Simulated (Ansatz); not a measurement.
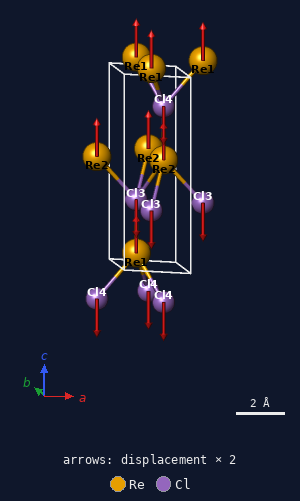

A relaxation of crystalline ReCl (built on the wurtzite_186 type). The starting structure is drawn; red arrows show the displacements (the part carried along by the change of the cell is left out), 2 times their true length.

The picture is a ball-and-stick view of the cell of the calculation, seen slightly off an axis.

Case: wurtzite type (P6_3mc, No. 186).

All numbers below come from DFT PBE, scalar-relativistic, plane waves, PAW (Ansatz 0.2.0). (plane-wave cutoff 420 eV; k-point mesh 18 × 18 × 6; occupations gaussian; smearing width 0.1 eV; no spin polarisation; cell and atoms relaxed; force threshold 0.01 eV/Å; at most 80 steps)

What happened in the run?

After 25 accepted moves (30 points after the start) the energy has fallen by 0.659 eV per cell of the calculation. The largest force component goes from 0.1 to 0.00041 eV/Å. The pressure goes from 0.08 to −0.02 GPa. The line search rejected the trial step at point 9 of the run. At 4 points the geometry stayed and the basis and grid were re-selected for the new cell (energy shift of 68.3 meV per cell of the calculation at most each time). The largest moves relative to the cell, 0.83 Å, are those of Re1, Re2, Cl3 and Cl4. Cl4 goes along −c. By element the largest moves are Cl 0.83 Å, Re 0.83 Å. The volume changes by +51.9 %, with a = b 2.939 → 2.796 Å (−4.9 %), c 8.342 → 13.997 Å (+67.8 %). Some distances before and after: Re1–Cl4 2.539 → 5.098 Å, Re1–Re1 2.939 → 2.796 Å, Re1–Cl3 2.282 → 2.163 Å. Bonds break: Re1–Cl4 (2.54 → 5.10 Å), Re2–Cl3 (2.54 → 5.10 Å). The space group stays P6_3mc (No. 186).
